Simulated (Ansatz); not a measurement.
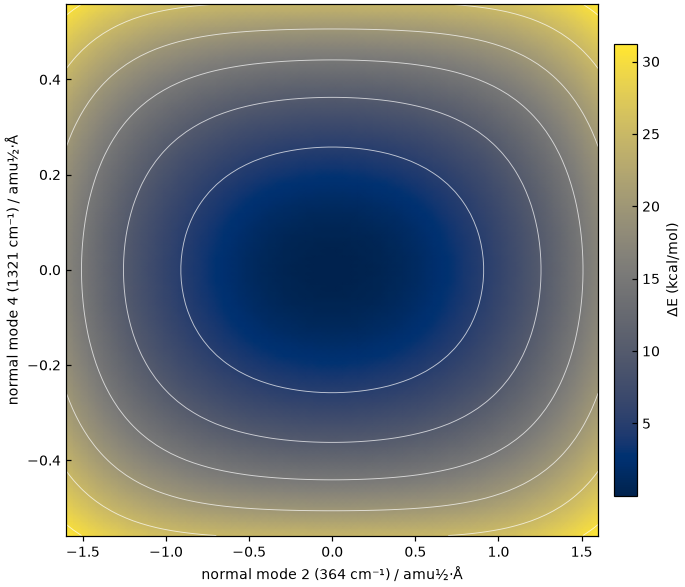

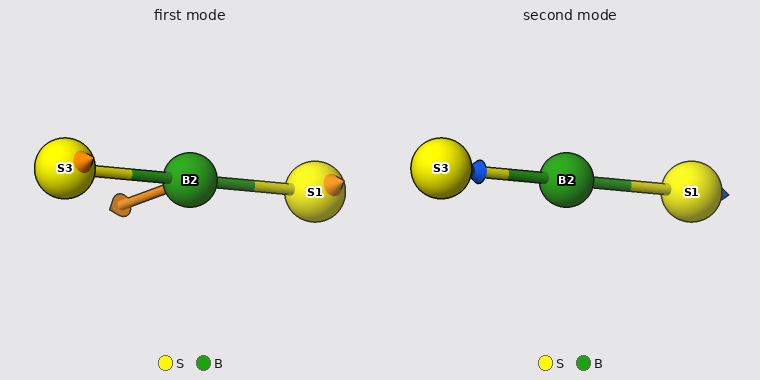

Energy landscape of BS₂, SMILES S=B[S-], charge −1. 
- First axis: normal mode 2 (364 cm⁻¹). Second axis: normal mode 4 (1321 cm⁻¹).
- Nothing is relaxed (straight displacements along the two mass-weighted modes).
- The grid has 15 × 15 points; 64 points were computed and 161 follow by symmetry.
- All energies are given in kcal/mol relative to the lowest grid point.
- Level of theory: RKS B3LYP-D4/def2-TZVPD in Ansatz 0.2.0.

In the figure: a smooth colour map with a few white contour lines. Between grid points the surface is interpolated. The second picture is the structure at the lowest point

Question: Summarise what can be read from the map.

Answer: The lowest grid point is at normal mode 2 (364 cm⁻¹) = 0.000 amu½·Å, normal mode 4 (1321 cm⁻¹) = 0.000 amu½·Å. It is the only kind of minimum in the scanned range. The highest grid point, normal mode 2 (364 cm⁻¹) = −1.599 amu½·Å, normal mode 4 (1321 cm⁻¹) = −0.558 amu½·Å, lies 31.2 kcal/mol above the lowest.

Grid values (kcal/mol):

```tsv
normal mode 4 (1321 cm⁻¹) ↓, normal mode 2 (364 cm⁻¹) →	−1.599	−1.371	−1.142	−0.914	−0.685	−0.457	−0.229	0.000	0.229	0.457	0.685	0.914	1.142	1.371	1.599
0.558	31.2	28.5	26.7	25.6	25.0	24.7	24.6	24.6	24.6	24.7	25.0	25.6	26.7	28.5	31.2
0.478	27.3	24.0	21.5	19.9	18.8	18.2	17.9	17.8	17.9	18.2	18.8	19.9	21.5	24.0	27.3
0.399	24.1	20.2	17.3	15.2	13.7	12.8	12.3	12.2	12.3	12.8	13.7	15.2	17.3	20.2	24.1
0.319	21.5	17.3	13.9	11.5	9.7	8.6	7.9	7.7	7.9	8.6	9.7	11.5	13.9	17.3	21.5
0.239	19.6	15.0	11.4	8.6	6.6	5.3	4.5	4.3	4.5	5.3	6.6	8.6	11.4	15.0	19.6
0.160	18.2	13.4	9.6	6.6	4.5	3.0	2.2	1.9	2.2	3.0	4.5	6.6	9.6	13.4	18.2
0.080	17.4	12.4	8.5	5.4	3.2	1.6	0.8	0.5	0.8	1.6	3.2	5.4	8.5	12.4	17.4
0.000	17.1	12.1	8.1	5.0	2.8	1.2	0.3	0.0	0.3	1.2	2.8	5.0	8.1	12.1	17.1
−0.080	17.4	12.4	8.5	5.4	3.2	1.6	0.8	0.5	0.8	1.6	3.2	5.4	8.5	12.4	17.4
−0.160	18.2	13.4	9.6	6.6	4.5	3.0	2.2	1.9	2.2	3.0	4.5	6.6	9.6	13.4	18.2
−0.239	19.6	15.0	11.4	8.6	6.6	5.3	4.5	4.3	4.5	5.3	6.6	8.6	11.4	15.0	19.6
−0.319	21.5	17.3	13.9	11.5	9.7	8.6	7.9	7.7	7.9	8.6	9.7	11.5	13.9	17.3	21.5
−0.399	24.1	20.2	17.3	15.2	13.7	12.8	12.3	12.2	12.3	12.8	13.7	15.2	17.3	20.2	24.1
−0.478	27.3	24.0	21.5	19.9	18.8	18.2	17.9	17.8	17.9	18.2	18.8	19.9	21.5	24.0	27.3
−0.558	31.2	28.5	26.7	25.6	25.0	24.7	24.6	24.6	24.6	24.7	25.0	25.6	26.7	28.5	31.2
```

The input of one point:

```yaml
crystal:
  periodic: [false, false, false]
  atoms:
    - { symbol: S, position_ang: [-1.130438, 1.137507, -0.491501] }
    - { symbol: B, position_ang: [7.0e-06, 4.0e-06, 2.0e-06] }
    - { symbol: S, position_ang: [1.130442, -1.137511, 0.491499] }
total_charge: -1
basis:
  gaussian: { orbitals: def2-TZVPD }
hamiltonian:
  xc: { name: B3LYP }
  dispersion: d4
output:
  forces: true
```

Each point was launched as `ansatz run input.yaml --threads 1 --pin off --max-ram 2560MiB --backend cpu --events-out ev --progress --plain --runs-dir out`. The whole map (64 points run) took 5.3 min on 1 thread of Arm Neoverse V1, on a shared host.
